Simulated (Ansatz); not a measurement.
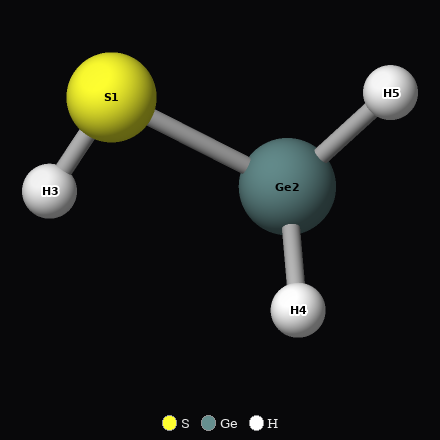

The system is GeH3S, SMILES [SH][GeH2], spin multiplicity 2; the picture shows the grid point nearest to the relaxed geometry. Two internal coordinates are moved rigidly from the geometry relaxed at PBE0-D4/def2-TZVP, all others fixed. The first coordinate is: bond S1–H3; the second: bond Ge2–H5. Grid: 5 × 5 points. Points are written as (first, second). Energies are in kcal/mol, from the lowest grid point. Computed with UKS PBE0-D4/def2-TZVPP (Ansatz).

Its coordinates:

| atom | x (Å) | y (Å) | z (Å) |
| --- | --- | --- | --- |
| S | 1.1386 | -0.8032 | 0.6595 |
| Ge | -0.3895 | 0.6793 | 0.0301 |
| H | 0.3140 | -1.7048 | 0.8767 |
| H | -1.3641 | 0.0196 | -0.9788 |
| H | 0.4497 | 1.8529 | -0.6729 |

Range: bond S1–H3 from 1.101 to 1.947 Å; bond Ge2–H5 from 1.329 to 2.009 Å.

**Predict the map.**

The lowest grid point is at (1.445 Å, 1.605 Å). The bottom of the well lies between grid points, at about (1.341 Å, 1.544 Å), about 3.3 kcal/mol lower on the interpolated surface. No other kind of well shows on this grid. The highest grid point, (1.947 Å, 2.009 Å), lies 63.0 kcal/mol above the lowest. Round the minimum the two coordinates are nearly uncoupled.

| bond Ge2–H5 ↓, bond S1–H3 → | 1.101 | 1.241 | 1.445 | 1.683 | 1.947 |
| --- | --- | --- | --- | --- | --- |
| 2.009 | 45.7 | 21.5 | 20.3 | 38.2 | 63.0 |
| 1.797 | 32.8 | 8.7 | 7.6 | 25.6 | 50.5 |
| 1.605 | 25.1 | 1.1 | 0.0 | 18.1 | 43.1 |
| 1.441 | 26.8 | 2.8 | 1.8 | 19.9 | 45.0 |
| 1.329 | 36.5 | 12.4 | 11.5 | 29.7 | 54.8 |

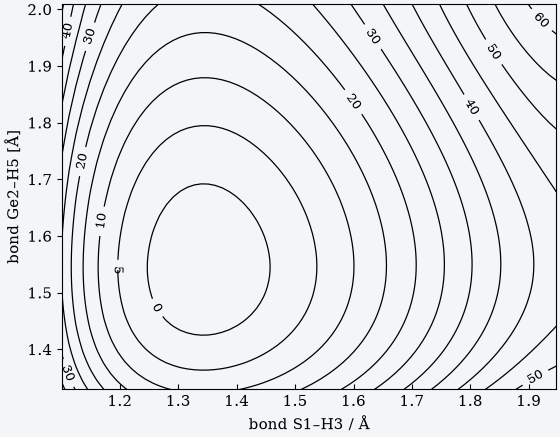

In the figure: contour lines labelled in kcal/mol. Between grid points the surface is interpolated.
